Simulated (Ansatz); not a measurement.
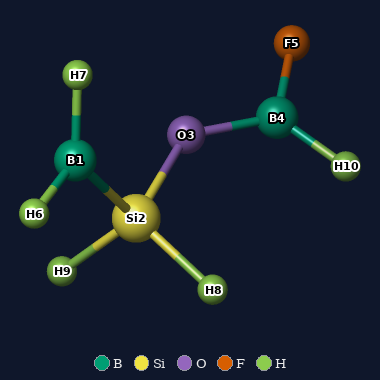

The system is B₂FH₅OSi, SMILES B[SiH2]OBF; the picture shows the reference structure. 
- The first coordinate is: angle B1–Si2–O3; the second: dihedral B1–Si2–O3–B4.
- Nothing is relaxed (all other coordinates rigid).
- The scan uses an 11 × 10 grid.
- Points are written as (first, second).
- Energies are in kJ/mol, from the lowest grid point.
- Energies and slopes of some neighbouring points disagree (a jump in structure or state, or too coarse a mesh).
- Level of theory: Ansatz 0.2.0, RKS r2SCAN-D4/def2-SVP.

Its coordinates:

```json
{"atom": "B", "x (Å)": "-0.0693", "y (Å)": "1.1861", "z (Å)": "1.7484"}
{"atom": "Si", "x (Å)": "-0.7172", "y (Å)": "0.3854", "z (Å)": "0.0327"}
{"atom": "O", "x (Å)": "0.5391", "y (Å)": "-0.1121", "z (Å)": "-0.9813"}
{"atom": "B", "x (Å)": "0.9204", "y (Å)": "-1.3029", "z (Å)": "-1.4756"}
{"atom": "F", "x (Å)": "1.9914", "y (Å)": "-1.3455", "z (Å)": "-2.2601"}
{"atom": "H", "x (Å)": "-0.8887", "y (Å)": "1.6213", "z (Å)": "2.5229"}
{"atom": "H", "x (Å)": "1.0940", "y (Å)": "1.2554", "z (Å)": "2.0595"}
{"atom": "H", "x (Å)": "-1.6029", "y (Å)": "-0.7894", "z (Å)": "0.3291"}
{"atom": "H", "x (Å)": "-1.5200", "y (Å)": "1.3867", "z (Å)": "-0.7341"}
{"atom": "H", "x (Å)": "0.3362", "y (Å)": "-2.3361", "z (Å)": "-1.2386"}
```

Range: angle B1–Si2–O3 from 68 to 158°; dihedral B1–Si2–O3–B4 from −180 to 144°.

Question: Predict the map.

Answer: The lowest grid point is at (113°, 108°). Other grid points that lie below all their neighbours: (113°, −108°) (0.8 kJ/mol higher); (113°, −36°) (1.5 kJ/mol higher). The highest grid point, (68°, 0°), lies 1550 kJ/mol above the lowest.

```csv
"dihedral B1–Si2–O3–B4 ↓, angle B1–Si2–O3 →",68,77,86,95,104,113,122,131,140,149,158
144,201,113,57,23,6,1,6,22,47,81,124
108,209,118,60,25,6,0,5,20,44,78,121
72,234,130,66,28,8,1,5,19,43,76,118
36,369,195,91,37,10,1,4,18,41,74,116
0,1550,496,177,62,17,3,4,18,41,73,115
−36,341,185,89,37,11,2,5,19,42,74,116
−72,232,130,67,29,9,2,6,20,44,77,119
−108,209,118,61,26,7,1,6,21,45,79,122
−144,201,113,57,24,6,1,7,22,47,82,125
−180,202,113,57,24,6,2,8,24,49,83,127
```

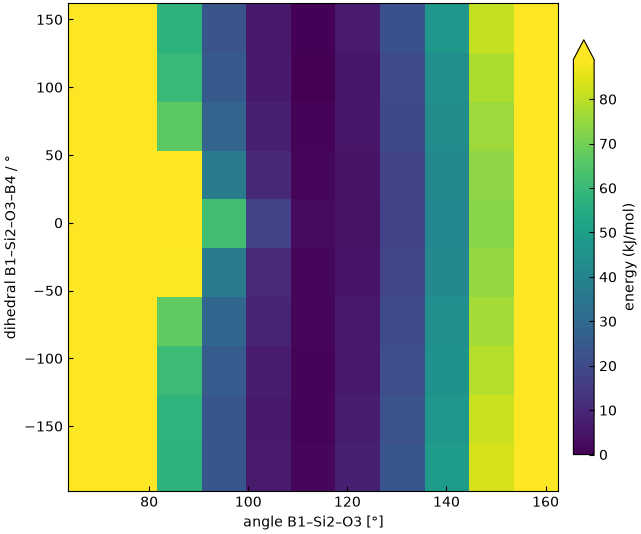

The picture shows one coloured cell a grid point, one colour for all values above the top of the scale.

The whole map (110 points run) took 12 min on 1 thread of Arm Neoverse V1, with other jobs on the host.
